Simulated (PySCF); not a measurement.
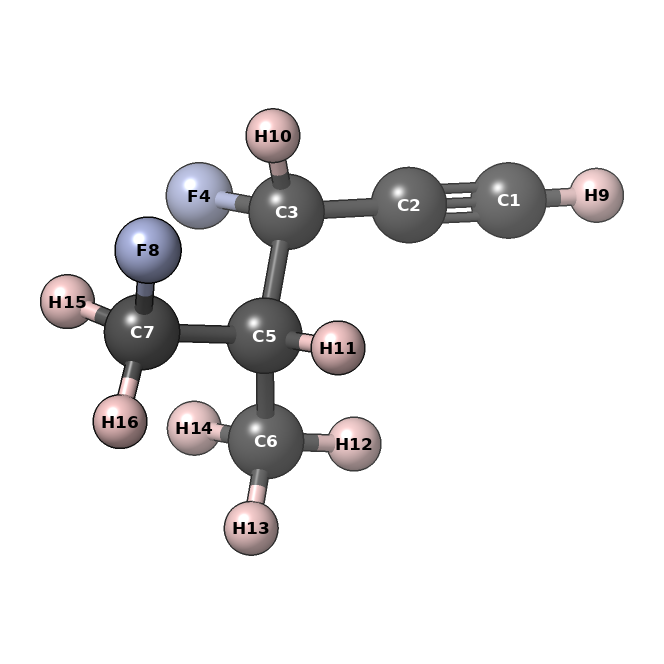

Distant atoms are faded towards the background colour. Computed geometry: GFN2-xTB optimisation. No frequency run is at hand to confirm it as a minimum.

Q: Find the stereocentres and stereogenic double bonds.

A: Centres: C3, C5.

Q: What are the Cahn–Ingold–Prelog descriptors?

A: C3: S (priorities F4 > C2 > C5 > H10); C5: R (priorities C3 > C7 > C6 > H11).
